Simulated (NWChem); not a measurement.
# One shape, several levels: doublet BH2O2F+

Wanted: a comparison of 6 runs (UHF/STO-3G, UB3LYP/6-31G*, UM06-2X/def2-SVPD, UB3LYP/def2-SVPD, UMP2/def2-SVPD) of doublet BH2O2F+. 

The calculation is run with NWChem 7.3.0.

50 further runs of the same task are left out: 2 that didn't finish, 48 set aside as unsound or not needed.

## Step 1: Starting point

The species is BH2O2F+ (6 atoms), meant as a doublet with charge +1. SMILES of the parent species: `OB(O)F`. Geometry: relaxed at PBE0-D4/def2-TZVP. This is one conformer, not always the lowest. That shape belongs to the parent species and isn't relaxed for this state.

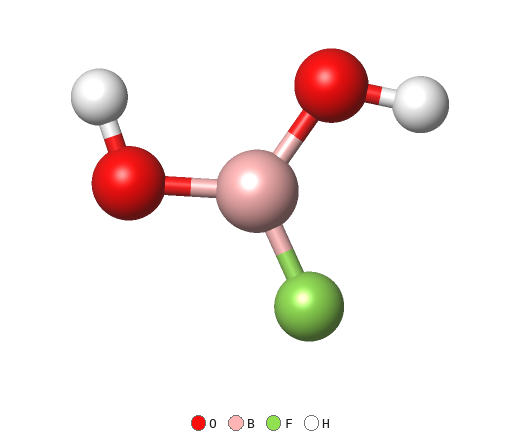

The structure, seen from a chosen angle (oxygen red, boron pink, fluorine green, hydrogen white).

## Step 2: A single-point energy at UHF/STO-3G (run 1)

Input file bfh2o2.xyz:

```xyz
6

O     -0.477500     0.971000    -0.208400
B     -0.023800    -0.307500    -0.106500
O      0.989400    -0.635200     0.726100
F     -0.573100    -1.280600    -0.833200
H     -1.198900     1.066100    -0.834300
H      1.326000     0.122200     1.210000
```

Input file bfh2o2.nw:

```
start bfh2o2
memory stack 880 mb heap 220 mb global 1100 mb
charge 1
geometry units angstrom noautosym nocenter noautoz
   load format xyz bfh2o2.xyz
end
basis spherical bse
   * library STO-3G
end
scf
   doublet
   uhf
   thresh 1e-08
   maxiter 80
   print medium
end
task scf energy
```

The run is started by

```console
$ nwchem bfh2o2.nw > bfh2o2.out
```

The log of the run:

```text
[...]
  functions       =    22
[...]
  wavefunction    = UHF
[...]
         Total SCF energy =   -271.101307762903
      One electron energy =   -594.938573663195
      Two electron energy =    209.338704436804
 Nuclear repulsion energy =    114.498561463488
                       Sz =      0.5000
                 Sz(Sz+1) =      0.7500
                      S^2 =      0.7904
[...]
```

Run time: 2.1 s. Hardware: 1 thread of Intel Xeon 6975P-C (Granite Rapids), shared host; peak memory 0.098 GiB.

## Step 3: The energy at UB3LYP/6-31G(d) (Cartesian functions) (run 2)

Input file run.py:

```python
from ase import Atoms
from ase.calculators.nwchem import NWChem

system = Atoms(['O', 'B', 'O', 'F', 'H', 'H'], positions=[
    [-0.477500, 0.971000, -0.208400],
    [-0.023800, -0.307500, -0.106500],
    [0.989400, -0.635200, 0.726100],
    [-0.573100, -1.280600, -0.833200],
    [-1.198900, 1.066100, -0.834300],
    [1.326000, 0.122200, 1.210000],
])

calc = NWChem(
    label='run',
    theory='dft',
    memory='2200 mb',
    basis='6-31G*',
    charge=1,
    dft={'xc': 'b3lyp', 'mult': '2', 'grid': 'xfine', 'convergence': 'energy 1e-08', 'iterations': '100', 'mulliken': None, 'print': 'low'},
    task='energy',
)
system.calc = calc

e = system.get_potential_energy()
print(f"E = {e:.6f} eV")
```

The run is started by

```console
$ export ASE_NWCHEM_COMMAND="nwchem PREFIX.nwi > PREFIX.nwo"
$ python run.py
```

The log of the run:

```text
E = -7511.895148 eV
```

The calculator wrote run.nwi:

```
title "run"

permanent_dir run

scratch_dir run

start run

geometry units angstrom nocenter noautosym noautoz
  O  -4.7749999999999998e-01 9.7099999999999997e-01 -2.0840000000000000e-01
  B  -2.3800000000000002e-02 -3.0750000000000000e-01 -1.0650000000000000e-01
  O  9.8939999999999995e-01 -6.3519999999999999e-01 7.2609999999999997e-01
  F  -5.7310000000000005e-01 -1.2806000000000000e+00 -8.3320000000000005e-01
  H  -1.1989000000000001e+00 1.0661000000000000e+00 -8.3430000000000004e-01
  H  1.3260000000000001e+00 1.2220000000000000e-01 1.2100000000000000e+00
end

charge 1

memory 2200 mb

basis noprint
   * library 6-31G*
end

dft
  xc b3lyp
  mult 2
  grid xfine
  convergence energy 1e-08
  iterations 100
  mulliken
  print low
end

task dft energy
```

run.nwo, shortened:

```text
[...]
         Total DFT energy =     -276.057057205666
      One electron energy =     -598.779365085625
           Coulomb energy =      240.398801358545
    Exchange-Corr. energy =      -32.175054942073
 Nuclear repulsion energy =      114.498561463488
[... 31 lines left out ...]
     -------------------------------------------
      Total Density - Lowdin Population Analysis
[...]
      <S2> =      0.7647 (Exact =     0.7500)
[...]
```

It took 28 s on 1 thread of Intel Xeon 6975P-C (Granite Rapids), shared host; peak memory 0.12 GiB.

Runs 3 to 5 aren't shown in full; the table further down has their settings and results.

## Step 4: A single-point energy at UMP2/def2-SVPD (run 6)

Input file bfh2o2.nw:

```
start bfh2o2
memory 2200 mb
charge 1

geometry units angstroms noautosym nocenter noautoz
O       -0.477500       0.971000      -0.208400
B       -0.023800      -0.307500      -0.106500
O        0.989400      -0.635200       0.726100
F       -0.573100      -1.280600      -0.833200
H       -1.198900       1.066100      -0.834300
H        1.326000       0.122200       1.210000
end

basis spherical bse
* library def2-SVPD
end

scf
nopen 1
uhf
thresh 1e-08
maxiter 80
noprint "final vectors analysis"
end

mp2
freeze core 4
tight
end

task mp2 energy
```

The run is started by

```console
$ nwchem bfh2o2.nw > bfh2o2.out
```

The log of the run:

```text
[...]
  functions       =   105
[...]
  wavefunction    = UHF
[...]
         Total SCF energy =   -274.563069643645
      One electron energy =   -598.088337922922
      Two electron energy =    209.026706815789
 Nuclear repulsion energy =    114.498561463488
                       Sz =      0.5000
                 Sz(Sz+1) =      0.7500
                      S^2 =      0.7627
[...]
          Total MP2 energy          -275.175191574354
[...]
```

Run time: 44 s. Hardware: 1 thread of Intel Xeon 6975P-C (Granite Rapids), shared host; peak memory 0.32 GiB.

## Step 5: Overview of the runs

| run | level | Cartesian functions | iteration cap | energy (Eh) | ⟨S²⟩ | wall time |
| --- | --- | --- | --- | --- | --- | --- |
| 1 | UHF/STO-3G | no | 80 | -271.101308 | 0.790 | 2.1 s |
| 2 | UB3LYP/6-31G* (Cartesian functions) | yes | 100 | -276.057057 | 0.765 | 28 s |
| 3 | UM06-2X/def2-SVPD | no | 100 | -275.759053 | 0.776 | 31 s |
| 4 | UB3LYP/6-31G* (spherical functions) | no | 100 | -276.053127 | 0.765 | 25 s |
| 5 | UB3LYP/def2-SVPD | no | 100 | -275.875696 | 0.765 | 24 s |
| 6 | UMP2/def2-SVPD | no | 80 | -275.175192 | 0.763 | 44 s |

## Step 6: Outcome

```
                                          quantity          value
                               run 6: total energy  -275.17519 Eh
run 6: correlation energy (4 core orbitals frozen)     -612.1 mEh
          run 6: ⟨S²⟩ of the reference determinant          0.763
```

In words: Totals of different functionals can't be ranked against each other. In run 1 the basis is minimal, so the values are rough. All runs together took 2.6 min, the longest 44 s.
